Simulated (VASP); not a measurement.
Band structure of SiC (relaxed from the wurtzite structure, space group P6_3mc). Level of theory: PBEsol GGA, VASP's PBE PAW potentials (set 64) (plane waves; VASP).

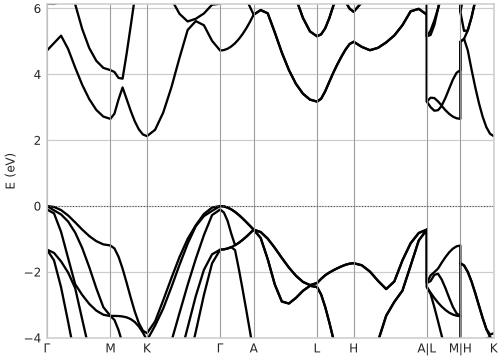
Figure. Bands along high-symmetry lines, zero at the valence-band maximum or, without a gap, the Fermi level

**Question.** Read the plot: is there a gap, and where are the band edges?

**Answer.** The gap is indirect, 2.12 eV, from the valence maximum at Γ to the conduction minimum at K. (Edges off the drawn lines would not show.)

The structure was generated: SiC was put into the wurtzite type (P6_3mc), which need not be its known phase. It was relaxed first.
